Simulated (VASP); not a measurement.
# Selenium: cell size against the level of theory, part 2 of 3

Which functional gives the lattice of Selenium as experiment finds it, and is a dearer one worth its cost? LASPH is on for some levels and off for others; the table marks which. The start is a cell from a database of measured crystal structures.

VASP 6.6.1, plane waves and PAW; the level of theory is named at each step.

So far. Step 2 (Relaxation with PBE): It ends with a largest force of 0.005 eV/Å and a pressure of 0.01 GPa. The volume lies +8.7 % from that of the database's start. The conventional cell has a = 4.512 and c = 5.052 Å.

## 3. Relaxation with LDA

This step: LDA; plane waves and PAW (Se) (VASP 6.6.1).

LDA, the lowest rung, knows the local density alone.

INCAR reads:

```
SYSTEM = Se
PREC = Accurate
ENCUT = 520
EDIFF = 1E-06
NELM = 100
ISMEAR = -1
SIGMA = 0.05
LREAL = .FALSE.
ALGO = Normal
GGA = CA
NBANDS = 15
LORBIT = 11
LWAVE = .FALSE.
LCHARG = .FALSE.
KPAR = 2
IBRION = 2
NSW = 60
ISIF = 3
EDIFFG = -0.01
```

POSCAR reads:

```
Se
1.0
    4.3680000000      0.0000000000      0.0000000000
   -2.1840000000      3.7827989637      0.0000000000
    0.0000000000      0.0000000000      4.9580000000
Se
3
Direct
    0.2254000000      0.0000000000      0.3333333333
    0.0000000000      0.2254000000      0.6666666667
    0.7746000000      0.7746000000      0.0000000000
```

KPOINTS reads:

```
Automatic mesh
0
Gamma
6 6 5
0 0 0
```

The projector-augmented-wave data sets are Se (PBE family, release 64).

The run is started by

```sh
$ mpirun -np 2 vasp_std
```

Log:

```text
[banner, memory and clock lines left out]
running    2 mpi-ranks, on    1 nodes
 distrk:  each k-point on    1 cores,    2 groups
 distr:  one band on    1 cores,    1 groups

 POSCAR found type information on POSCAR Se
 POSCAR found :  1 types and       3 ions
|                                                                             |
|               ----> ADVICE to this user running VASP <----                  |
|                                                                             |
|     You enforced a specific xc type in the INCAR file but a different       |
|     [... a line on the potential file left out ...]
|     I HOPE YOU KNOW WHAT YOU ARE DOING!                                     |
|                                                                             |

 LDA part: xc-table for (Slater(with rela. corr.)+CA(PZ))
 , standard interpolation
 POSCAR, INCAR and KPOINTS ok, starting setup
 FFT: planning ... GRIDC
 FFT: planning ... GRID_SOFT
 FFT: planning ... GRID
 WAVECAR not read
 entering main loop
       N       E                     dE             d eps       ncg     rms          rms(c)
DAV:   1     0.822431391824E+02    0.82243E+02   -0.72585E+03   810   0.999E+02
DAV:   2    -0.692323462645E+01   -0.89166E+02   -0.84571E+02  1077   0.161E+02
DAV:   3    -0.124588354811E+02   -0.55356E+01   -0.55124E+01   964   0.463E+01
DAV:   4    -0.124997556022E+02   -0.40920E-01   -0.40907E-01  1048   0.479E+00
DAV:   5    -0.125000548212E+02   -0.29922E-03   -0.29921E-03   985   0.402E-01    0.686E+00
DAV:   6    -0.124075150242E+02    0.92540E-01   -0.45145E-02   943   0.128E+00    0.420E+00
DAV:   7    -0.123724336335E+02    0.35081E-01   -0.84307E-02   922   0.170E+00    0.216E-01
DAV:   8    -0.123714995090E+02    0.93412E-03   -0.88703E-03   950   0.603E-01    0.892E-02
DAV:   9    -0.123715198888E+02   -0.20380E-04   -0.28534E-04  1118   0.109E-01    0.286E-02
DAV:  10    -0.123715215144E+02   -0.16256E-05   -0.16573E-05   978   0.265E-02    0.573E-03
DAV:  11    -0.123715218818E+02   -0.36744E-06   -0.22814E-06   805   0.938E-03
   1 F= -.12371522E+02 E0= -.12371522E+02  d E =-.123715E+02
 curvature:   0.00 expect dE= 0.000E+00 dE for cont linesearch  0.000E+00
 trial: gam= 0.00000 g(F)=  0.115E-01 g(S)=  0.182E-01 ort = 0.000E+00 (trialstep = 0.100E+01)
 search vector abs. value=  0.298E-01
 bond charge predicted
       N       E                     dE             d eps       ncg     rms          rms(c)
DAV:   1    -0.124414821415E+02   -0.69961E-01   -0.17291E+00   810   0.716E+00    0.893E-01
DAV:   2    -0.124105556345E+02    0.30927E-01   -0.76133E-02  1027   0.165E+00    0.482E-01
DAV:   3    -0.124002055843E+02    0.10350E-01   -0.30594E-02   831   0.892E-01    0.133E-01
DAV:   4    -0.124001247852E+02    0.80799E-04   -0.87561E-04  1118   0.187E-01    0.837E-02
DAV:   5    -0.124001094840E+02    0.15301E-04   -0.12759E-04   922   0.650E-02    0.267E-02
DAV:   6    -0.124001100388E+02   -0.55483E-06   -0.14265E-05  1041   0.219E-02    0.519E-03
DAV:   7    -0.124001097538E+02    0.28496E-06   -0.74545E-07   566   0.530E-03
   2 F= -.12400110E+02 E0= -.12400109E+02  d E =-.285879E-01
[... from here on, the cycles between the ionic steps are left out ...]
   3 F= -.12464417E+02 E0= -.12464414E+02  d E =-.928955E-01
   4 F= -.12381240E+02 E0= -.12381211E+02  d E =-.971850E-02
   5 F= -.12471267E+02 E0= -.12471262E+02  d E =-.997447E-01
   6 F= -.12483848E+02 E0= -.12483842E+02  d E =-.125816E-01
   7 F= -.12510367E+02 E0= -.12510355E+02  d E =-.391002E-01
   8 F= -.12522595E+02 E0= -.12522567E+02  d E =-.513286E-01
   9 F= -.12523902E+02 E0= -.12523878E+02  d E =-.526355E-01
  10 F= -.12523921E+02 E0= -.12523898E+02  d E =-.526549E-01
  11 F= -.12524199E+02 E0= -.12524177E+02  d E =-.277334E-03
  12 F= -.12524700E+02 E0= -.12524682E+02  d E =-.778586E-03
  13 F= -.12524262E+02 E0= -.12524249E+02  d E =-.340285E-03
  14 F= -.12524771E+02 E0= -.12524755E+02  d E =-.849346E-03
  15 F= -.12524969E+02 E0= -.12524954E+02  d E =-.198496E-03
  16 F= -.12525035E+02 E0= -.12525022E+02  d E =-.264635E-03
  17 F= -.12525075E+02 E0= -.12525061E+02  d E =-.393032E-04
  18 F= -.12525105E+02 E0= -.12525092E+02  d E =-.696406E-04
 curvature:  -1.11 expect dE=-0.510E-04 dE for cont linesearch -0.198E-08
 trial: gam= 0.58657 g(F)=  0.481E-05 g(S)=  0.413E-04 ort = 0.419E-06 (trialstep = 0.837E+00)
 search vector abs. value=  0.804E-04
 bond charge predicted
       N       E                     dE             d eps       ncg     rms          rms(c)
DAV:   1    -0.125252077425E+02   -0.10236E-03   -0.28357E-03   859   0.293E-01    0.392E-02
DAV:   2    -0.125251527815E+02    0.54961E-04   -0.10567E-04   978   0.624E-02    0.219E-02
DAV:   3    -0.125251332862E+02    0.19495E-04   -0.60979E-05   992   0.407E-02    0.585E-03
DAV:   4    -0.125251332519E+02    0.34358E-07   -0.14233E-06   829   0.792E-03
  19 F= -.12525133E+02 E0= -.12525120E+02  d E =-.281810E-04
 trial-energy change:   -0.000028  1 .order   -0.000029   -0.000039   -0.000019
 step:   1.6202(harm=  1.6202)  dis= 0.00042  next Energy=   -12.525143 (dE=-0.376E-04)
 reached required accuracy - stopping structural energy minimisation
```

Wall time 2.1 min (2 MPI ranks of AMD EPYC 7R43, shared host); peak memory 0.32 GiB.

Parts of OUTCAR (step 3):

```text
 Found     27 irreducible k-points:

   NELECT =      18.0000    total number of electrons

 E-fermi :   4.4335

 k-point     1 :       0.0000    0.0000    0.0000
  band No.  band energies     occupation
    ...
      5       0.6863      2.00000
      6       0.6863      2.00000
      7       2.1303      2.00000
      8       2.1303      2.00000
      9       3.3949      2.00000
     10       5.4120      0.00000
     11       5.4120      0.00000
     12       6.0834      0.00000
     13      10.2831      0.00000
     14      10.2831      0.00000
    ...

 k-point     2 :       0.1667   -0.0000    0.0000
  band No.  band energies     occupation
    ...
      5      -0.0654      2.00000
      6       0.4138      2.00000
      7       2.5012      2.00000
      8       2.9545      2.00000
      9       3.2606      2.00000
     10       5.2106      0.00000
     11       5.3620      0.00000
     12       6.0453      0.00000
     13       9.7168      0.00000
     14      10.2823      0.00000
    ...

  Total       -0.0104528     -0.0104528     -0.0048930     -0.0000000     -0.0000000      0.0000000
  in kB       -0.2412690     -0.2412690     -0.1129385     -0.0000000     -0.0000000      0.0000000
  external PRESSURE =      -0.1984922 kB  Pullay stress =       0.0000000 kB

  energy-cutoff  :      520.00
  volume of cell :       69.41
      direct lattice vectors                 reciprocal lattice vectors
     3.952655290 -0.000000000  0.000000000     0.252994488  0.146066436  0.000000000
    -1.976327645  3.423099894 -0.000000000     0.000000000  0.292132871  0.000000000
    -0.000000000 -0.000000000  5.130198278    -0.000000000  0.000000000  0.194924240

 POSITION                                       TOTAL-FORCE (eV/Angst)
 -----------------------------------------------------------------------------------
      1.01178     -0.00000      1.71007         0.009982     -0.000000      0.000000
     -0.50589      0.87623      3.42013        -0.004991      0.008645     -0.000000
      1.47044      2.54687     -0.00000        -0.004991     -0.008645      0.000000
 -----------------------------------------------------------------------------------
    total drift:                               -0.000000     -0.000001      0.000000

  FREE ENERGIE OF THE ION-ELECTRON SYSTEM (eV)
  ---------------------------------------------------
  free  energy   TOTEN  =       -12.5251332519 eV

  energy  without entropy=      -12.5251072285  energy(sigma->0) =      -12.52512024

 total charge
# of ion       s       p       d       tot
------------------------------------------
    1        1.532   2.130   0.059   3.721
    2        1.532   2.130   0.059   3.721
    3        1.532   2.130   0.059   3.721
--------------------------------------------------
tot          4.597   6.389   0.177  11.164

[... 9 parts as in an earlier step ...]

[... 5 further parts left out ...]
```

The bonds form chains, held to each other by dispersion, which LDA lacks; its overbinding stands in for it by accident. The PAW data sets were made with PBE, though LDA sets exist; this is a small mismatch.

The steps of the relaxation:

```tsv
step	energy less that of the first step (eV)	largest force (eV/Å)	pressure (GPa)	volume (Å³)
1	0.0000	0.2825	-0.98	81.92
2	-0.0286	0.3070	-0.67	79.95
3	-0.0929	0.4022	0.92	74.16
4	-0.0097	0.6055	8.33	63.25
5	-0.0997	0.5206	2.46	71.30
6	-0.1123	0.4359	2.10	71.04
7	-0.1388	0.2163	1.20	70.23
8	-0.1511	0.0952	-0.05	68.57
9	-0.1524	0.0389	0.17	68.94
10	-0.1524	0.0309	0.21	68.98
11	-0.1527	0.0304	0.14	69.09
12	-0.1532	0.0287	-0.08	69.40
13	-0.1527	0.0254	-0.48	70.02
14	-0.1532	0.0280	-0.18	69.56
15	-0.1534	0.0092	-0.08	69.51
16	-0.1535	0.0096	0.02	69.46
17	-0.1536	0.0083	-0.01	69.47
18	-0.1536	0.0058	-0.07	69.49
19	-0.1536	0.0100	-0.02	69.41
```

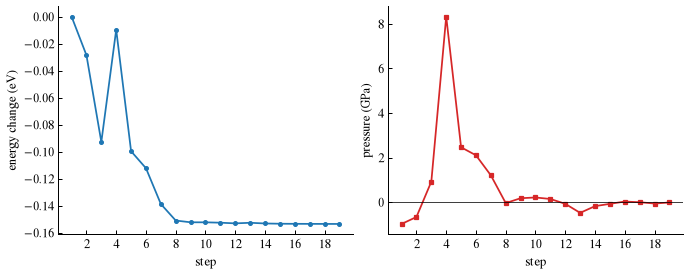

Energy and pressure along the relaxation.

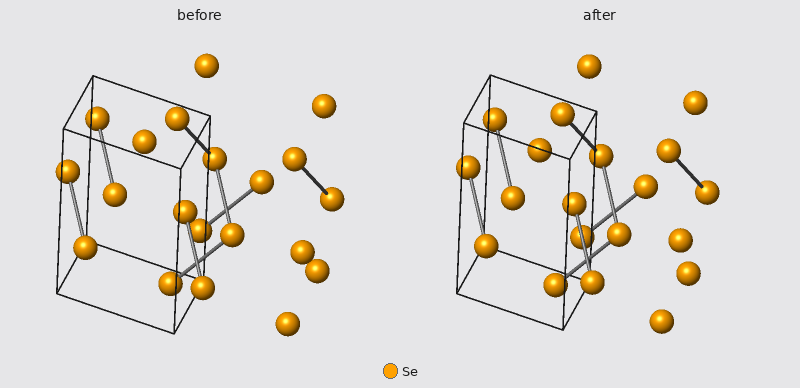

The structure before and after the relaxation, drawn at the same scale. Bonds to atoms that aren't drawn are left out.

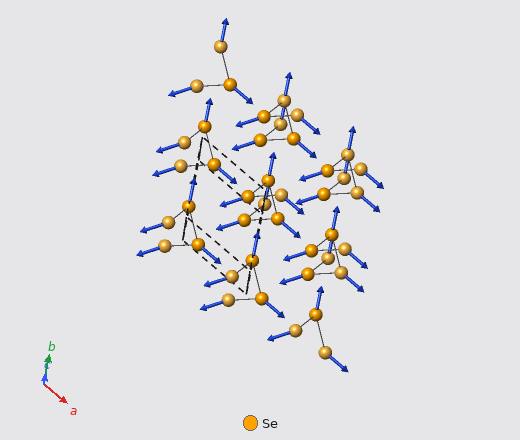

Displacements in the relaxation, exaggerated, measured against the changing cell; the longest in the cell stands for 0.12 Å. 2×2×1 cells are drawn. Some periodic images of atoms are drawn too.

```tsv
conventional cell, symmetrised	before	after	change
a (Å)	4.368	3.953	-9.5 %
b (Å)	4.368	3.953	-9.5 %
c (Å)	4.958	5.130	+3.5 %
volume (Å³/atom)	27.31	23.14	-15.3 %
```

The atoms that moved most (Å, as changes of fractional coordinates times the final cell):

```tsv
atom	dx	dy	dz	length
Se1	0.121	0.000	0.000	0.121
Se2	-0.060	0.105	0.000	0.121
Se3	-0.060	-0.105	0.000	0.121
```

The relaxed structure:

```
Se
1.0
     3.95266    0.00000    0.00000
    -1.97633    3.42310    0.00000
     0.00000    0.00000    5.13020
Se
3
Direct
  0.25597 0.00000 0.33333
  0.00000 0.25597 0.66667
  0.74403 0.74403 0.00000
```

Numbers from this step:

| Quantity | Value |
| --- | --- |
| free energy (TOTEN) | -12.53 eV |
| Fermi energy | 4.434 eV |
| pressure | -0.01985 GPa |
| valence top at k | 0.3333, 0.3333, 0.4 |
| conduction bottom at k | 0, 0, 0.4 |
| SCF cycles over all ionic steps | 112 |
| gap on the k-mesh | 0.7935 eV |
| least direct gap on the k-mesh | 0.9142 eV |

It ends at 23.14 Å³/atom, -15.3 % from the start, with -0.02 GPa left. The conventional cell has a = 3.953 and c = 5.130 Å. That is far more than a functional's usual error.

## 4. Relaxation with r2SCAN

This step: r2SCAN; plane waves and PAW (Se) (VASP 6.6.1).

r2SCAN adds the kinetic-energy density, costs more than a GGA and is run with LASPH.

Changes to INCAR since step 3:

```diff
@@ -9,3 +9,4 @@
 ALGO = Normal
-GGA = CA
+METAGGA = R2SCAN
+LASPH = .TRUE.
 NBANDS = 15
```

POSCAR is that of step 3.

KPOINTS is that of step 3.

The run is started by

```sh
$ mpirun -np 2 vasp_std
```

Log:

```text
[banner, memory and clock lines left out]
running    2 mpi-ranks, on    1 nodes
[...]
[... a notice as in an earlier step ...]

 LDA part: xc-table for (None), standard interpolation
 POSCAR, INCAR and KPOINTS ok, starting setup
[...]
entering main loop
       N       E                     dE             d eps       ncg     rms          rms(c)
DAV:   1     0.504221782390E+02    0.50422E+02   -0.74472E+03   810   0.102E+03
DAV:   2    -0.409040860445E+02   -0.91326E+02   -0.86622E+02  1070   0.165E+02
DAV:   3    -0.464553033991E+02   -0.55512E+01   -0.55276E+01   964   0.469E+01
DAV:   4    -0.464931674395E+02   -0.37864E-01   -0.37851E-01  1041   0.464E+00
[...]
DAV:  10    -0.429131252070E+02   -0.16907E-03   -0.19638E-04   971   0.112E-01    0.431E-02
DAV:  11    -0.429131374067E+02   -0.12200E-04   -0.29359E-05  1013   0.457E-02    0.844E-03
DAV:  12    -0.429131378656E+02   -0.45883E-06   -0.15012E-06   874   0.961E-03
   1 F= -.42913138E+02 E0= -.42913138E+02  d E =-.429131E+02
[... from here on, the cycles between the ionic steps are left out ...]
   2 F= -.42916069E+02 E0= -.42916069E+02  d E =-.293161E-02
   3 F= -.42918907E+02 E0= -.42918907E+02  d E =-.576870E-02
   4 F= -.42921601E+02 E0= -.42921601E+02  d E =-.269447E-02
   5 F= -.42924180E+02 E0= -.42924180E+02  d E =-.527301E-02
   6 F= -.42925451E+02 E0= -.42925451E+02  d E =-.127099E-02
   7 F= -.42927420E+02 E0= -.42927420E+02  d E =-.324042E-02
   8 F= -.42926856E+02 E0= -.42926856E+02  d E =0.563776E-03
   9 F= -.42927774E+02 E0= -.42927774E+02  d E =-.353530E-03
  10 F= -.42927859E+02 E0= -.42927859E+02  d E =-.858490E-04
 trial-energy change:   -0.000086  1 .order   -0.000084   -0.000150   -0.000017
 step:   1.6618(harm=  1.6618)  dis= 0.00001  next Energy=   -42.927858 (dE=-0.847E-04)
 reached required accuracy - stopping structural energy minimisation
```

Run time: 6.9 min. Hardware: 2 MPI ranks; peak memory 0.38 GiB.

From OUTCAR (step 4):

```text
  Total        0.0190591      0.0190591      0.0259132      0.0000000      0.0000000     -0.0000000
  in kB        0.3494398      0.3494398      0.4751063      0.0000000      0.0000000     -0.0000000
  external PRESSURE =       0.3913287 kB  Pullay stress =       0.0000000 kB

 POSITION                                       TOTAL-FORCE (eV/Angst)
 -----------------------------------------------------------------------------------
      0.97827     -0.00000      1.66329         0.005223      0.000000     -0.000000
      4.00774      0.84721      3.32657        -0.002611      0.004523      0.000000
      1.75930      3.04720      0.00000        -0.002611     -0.004523     -0.000000
 -----------------------------------------------------------------------------------
    total drift:                                0.000001      0.000001      0.000000

  FREE ENERGIE OF THE ION-ELECTRON SYSTEM (eV)
  ---------------------------------------------------
  free  energy   TOTEN  =       -42.9278593816 eV

  energy  without entropy=      -42.9278593734  energy(sigma->0) =      -42.92785938

[... 2 parts as in an earlier step ...]

[... 2 further parts left out ...]
[key lines of the parts left out:]
E-fermi :   2.5265
```

The bonds form chains, held to each other by dispersion, which r2SCAN holds only at short range, so the spacing between them may come out too wide. The PAW data sets were made with PBE, which is usual practice but a small mismatch for other functionals.

The steps of the relaxation:

```tsv
step	energy less that of the first step (eV)	largest force (eV/Å)	pressure (GPa)	volume (Å³)
1	0.0000	0.0378	1.21	81.92
2	-0.0029	0.2817	-0.71	84.38
3	-0.0058	0.1529	0.06	83.35
4	-0.0085	0.1071	0.07	83.84
5	-0.0110	0.0090	0.11	85.00
6	-0.0123	0.0021	0.02	85.58
7	-0.0143	0.0350	-0.19	87.33
8	-0.0137	0.0982	0.44	87.13
9	-0.0146	0.0169	0.05	87.25
10	-0.0147	0.0052	0.04	87.39
```

```tsv
conventional cell, symmetrised	before	after	change
a (Å)	4.368	4.497	+3.0 %
b (Å)	4.368	4.497	+3.0 %
c (Å)	4.958	4.990	+0.6 %
volume (Å³/atom)	27.31	29.13	+6.7 %
```

The atoms that moved most (Å, as changes of fractional coordinates times the final cell):

```tsv
atom	dx	dy	dz	length
Se1	-0.035	0.000	0.000	0.035
Se2	0.018	-0.031	0.000	0.035
Se3	0.018	0.031	0.000	0.035
```

Final coordinates:

```
Se
1.0
     4.49688    0.00000    0.00000
    -2.24844    3.89441    0.00000
     0.00000    0.00000    4.98986
Se
3
Direct
  0.21754 0.00000 0.33333
  0.00000 0.21754 0.66667
  0.78246 0.78246 0.00000
```

It ends at 29.13 Å³/atom, +6.7 % from the start, with 0.04 GPa left. The conventional cell has a = 4.497 and c = 4.990 Å.

[end of part 2 of 3]

[Lines on the potential files, build, host, timing and source positions are cut from VASP's logs without a mark.]

[Logs are printed without paths, hosts, clocks, repeated set-up lines and the standing remarks that a program may print on its own settings, such as how far it seeks lower states.]

[Hosts, paths, dates, database ids (printed as entryN), source tags and the programs' standing remarks are cut or masked in the printed files.]

[A measured line is paired with the nearest computed mode of its activity, which favours agreement.]
